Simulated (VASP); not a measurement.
Band structure of Pb (fcc). These are PBE GGA with D3 dispersion (zero damping), VASP's PBE PAW potentials (set 64) (plane waves; VASP 6.6.1) values and carry that method's errors.

Unless said otherwise, spin-orbit coupling is left out, though it shifts the bands of the heavy elements here.

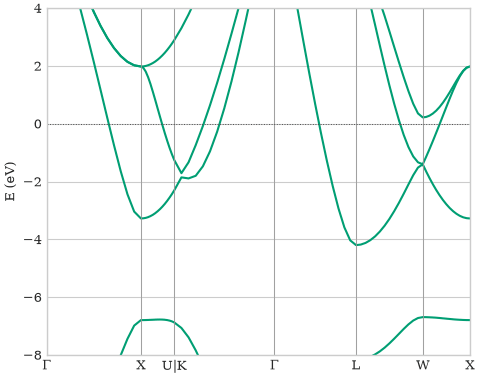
Bands along high-symmetry lines, zero at the valence-band maximum or, without a gap, the Fermi level

Problem. Read the plot: is there a gap, and where are the band edges?

Solution. It has no gap at this level: it comes out as a metal or semimetal. (Edges off the drawn lines would not show.)

The compound is Pb in the fcc structure. It was relaxed first.
